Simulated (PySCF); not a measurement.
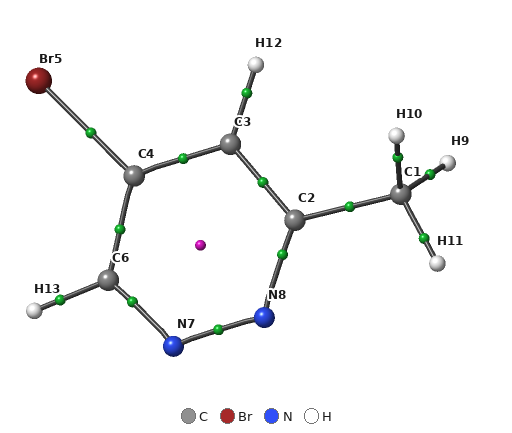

*C₅H₅BrN₂, SMILES `Cc1cc(Br)cnn1`. Molecular graph of the electron density (QTAIM): bond paths, bond critical points (green), ring points (magenta, if any); weak paths are dashed.*

Method: PBE0/aug-cc-pVDZ; geometry: GFN2-xTB; program: PySCF. No frequency check shows the geometry to be a minimum. GFN2-xTB bond lengths at metals and heavier atoms can be off by up to 0.1 Å and shapes distorted, which carries into these values.

Coordinates in Å:

```
C1       3.1833    1.3897   -0.0007
C2       2.0679    0.4003    0.0004
C3       0.7272    0.8157    0.0013
C4      -0.2303   -0.1733    0.0001
Br5     -2.0903    0.2500   -0.0001
C6       0.2016   -1.5011   -0.0008
N7       1.4801   -1.8023    0.0003
N8       2.3918   -0.8817    0.0007
H9       3.1217    2.0255   -0.8839
H10      3.1223    2.0268    0.8785
H11      4.1326    0.8631   -0.0009
H12      0.4698    1.8639    0.0032
H13     -0.4891   -2.3308   -0.0021
```

**How many critical points of each kind are there, and does the count close?**

13 nuclei, 13 bond, 1 ring and 0 cage critical points: 13 − 13 + 1 − 0 = 1, as the Poincaré–Hopf relation requires.

**What does the calculation give at each kind of bond critical point?**

```csv
bond,length (Å),ρ (a.u.),∇²ρ (a.u.),ε,H (a.u.)
N7–N8,1.296,0.416,−0.94,0.04,−0.464
C6–N7,1.314,0.359,−1.10,0.14,−0.623
C2–N8,1.322,0.357,−1.20,0.11,−0.603
C3–C4,1.377,0.315,−0.78,0.22,−0.305
C4–C6,1.396,0.305,−0.75,0.20,−0.287
C2–C3,1.404,0.302,−0.73,0.18,−0.279
C6–H13,1.080,0.289,−1.14,0.03,−0.320
C3–H12,1.079,0.285,−1.10,0.01,−0.312
C1–H11,1.086,0.279,−1.04,0.01,−0.301
C1–H10 (2 alike),1.087,0.275,−0.98,0.01,−0.292
C1–C2,1.491,0.260,−0.60,0.04,−0.214
C4–Br5,1.907,0.161,−0.20,0.05,−0.105
```

**What kind of interaction is C1–H11?**

Shared-shell (covalent): ρ = 0.279, ∇²ρ = −1.04, H = −0.301 a.u.
